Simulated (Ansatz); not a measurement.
## Electronic structure of CH7NSi in real space

```xyz
10

Si   -0.7662    1.2228    0.0176
N     0.5669    0.1227   -0.3744
C     0.5405   -1.2640    0.0478
H    -1.7795    0.3221   -0.4561
H    -0.6165    2.4744   -0.7762
H    -1.0077    1.5979    1.4534
H     1.5109    0.5050   -0.3770
H     1.1343   -1.8986   -0.6342
H     0.9139   -1.4426    1.0779
H    -0.4964   -1.6397    0.0213
```

Not at a stationary point (largest force 1.5 eV/Å).

All numbers below come from RKS r2SCAN-D4/def2-SVP in Ansatz.

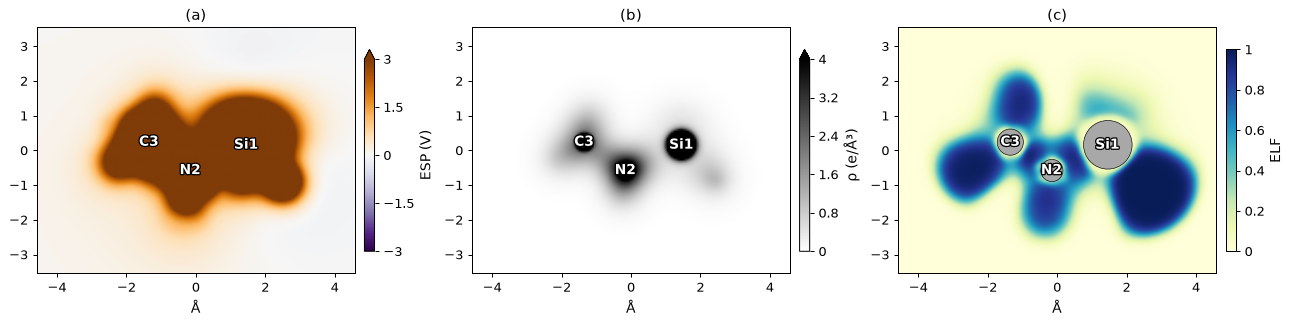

Figure 1. (a) molecular electrostatic potential; (b) total electron density; (c) electron localisation function on the plane of atoms Si1, N2 and C3. Grey discs cover the atomic cores in the ELF map.

> Read the bonding off the picture.

- Atoms in the plane: Si, N and C.
- C–N (1.45 Å): ρ is about 1.9 e/Å³ halfway; the ELF peaks at about 0.95 between the atoms: a shared electron pair.
- Si–N (1.77 Å): ρ is about 0.99 e/Å³ halfway; the ELF peaks at about 0.90 between the atoms; a polar covalent bond.
- The potential has no marked negative region in this plane.

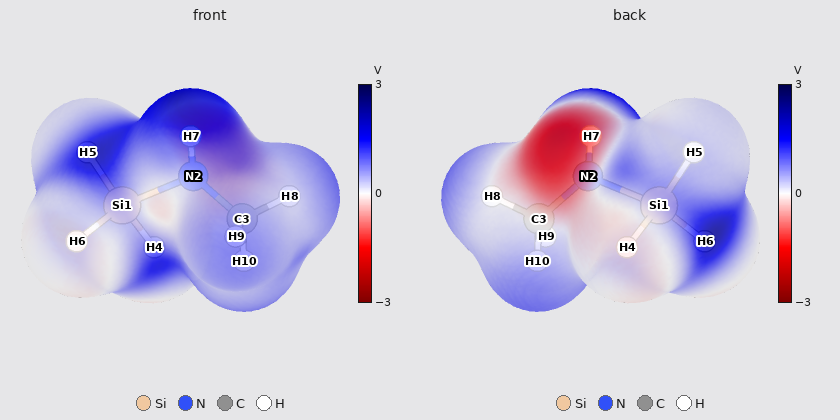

Figure 2. The electrostatic potential painted on the density surface at 0.004 e/bohr³, seen from the front and from behind; red is negative and blue positive.

> Describe the electrostatic potential map.

The most negative region (about −1.6 V) lies over N2, the most positive (about +2.0 V) over Si1 and H7. N2 is the likeliest acceptor of a hydrogen bond.

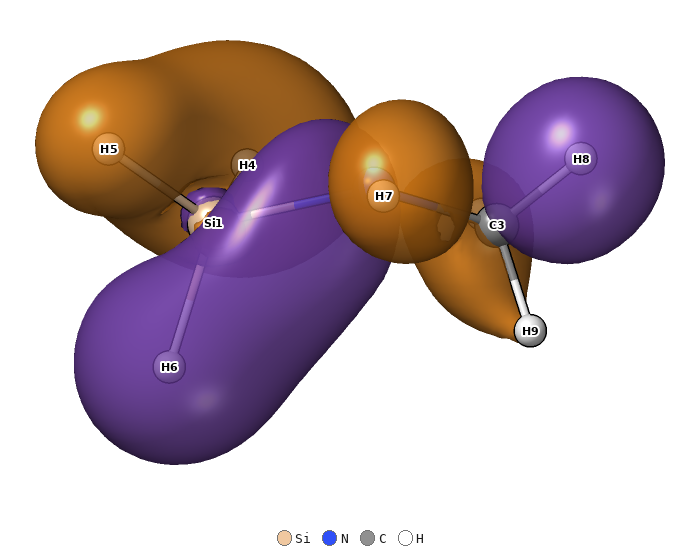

Figure 3. The HOMO−1 at ±0.08 Å⁻³ᐟ² (orange and purple are the two phases), seen from one side.

> Describe this orbital and give its energy.

It lies mainly on Si1 (about 30 %), H4 (about 20 %), N2 (about 15 %), H6 (about 10 %) and C3 (about 5 %). Its energy is −8.37 eV.

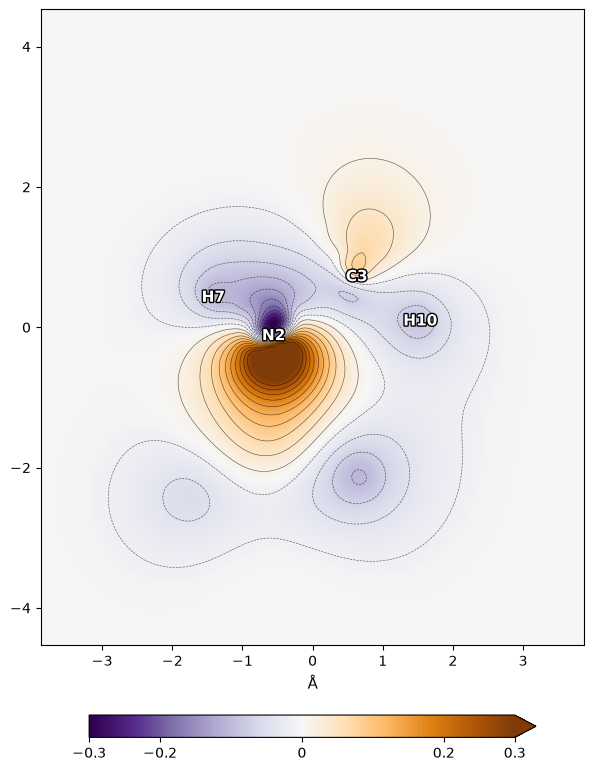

Figure 4. The HOMO on the plane of atoms N2, C3 and H10 (values in Å⁻³ᐟ²; the overall sign is arbitrary).

> Describe this orbital and give its energy.

Its weight (Hirshfeld) is mainly on N2 (about 60 %), C3 (about 10 %) and H9 (about 5 %). Its energy is −5.41 eV.
